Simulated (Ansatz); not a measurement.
System: CH4SSi.

```json
{"atom": "C", "x (Å)": "-0.8459", "y (Å)": "0.7043", "z (Å)": "-0.3587"}
{"atom": "S", "x (Å)": "-0.0422", "y (Å)": "-0.3745", "z (Å)": "0.8980"}
{"atom": "Si", "x (Å)": "1.7343", "y (Å)": "-1.2224", "z (Å)": "0.0748"}
{"atom": "H", "x (Å)": "-1.7545", "y (Å)": "1.1248", "z (Å)": "0.0955"}
{"atom": "H", "x (Å)": "-0.1689", "y (Å)": "1.5189", "z (Å)": "-0.6469"}
{"atom": "H", "x (Å)": "-1.1172", "y (Å)": "0.1158", "z (Å)": "-1.2447"}
{"atom": "H", "x (Å)": "1.5795", "y (Å)": "-0.5342", "z (Å)": "-1.2899"}
```

The calculation used RKS B3LYP-D4/def2-SVP (Ansatz).

Q: What can the converged electron density and electron localisation function tell about the bonding?

A: C–S (1.84 Å): ρ at the midpoint is about 1.2 e/Å³; the ELF peaks at about 0.90 between the atoms: a shared electron pair.
Si–S (2.13 Å): ρ is about 0.81 e/Å³ halfway; the ELF peaks at about 0.90 between the atoms; a shared electron pair.
C–H (1.10 Å): the density is about 1.9 e/Å³ at the midpoint; the ELF climbs to about 1 towards the hydrogen, as it does in any bond to H (a covalent bond by its length).
Si–H (1.54 Å): the density is about 0.72 e/Å³ at the midpoint; the ELF climbs to about 1 towards the hydrogen.

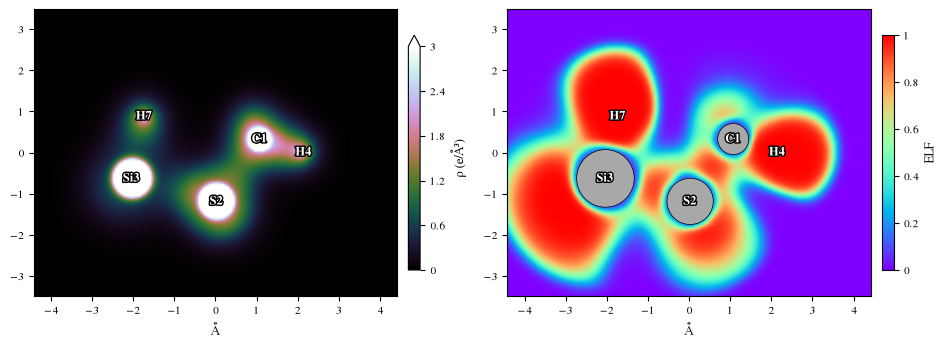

Computed electron density and electron localisation function on the plane of atoms S2, Si3 and H7, in this order. Grey discs cover the atomic cores in the ELF map. 
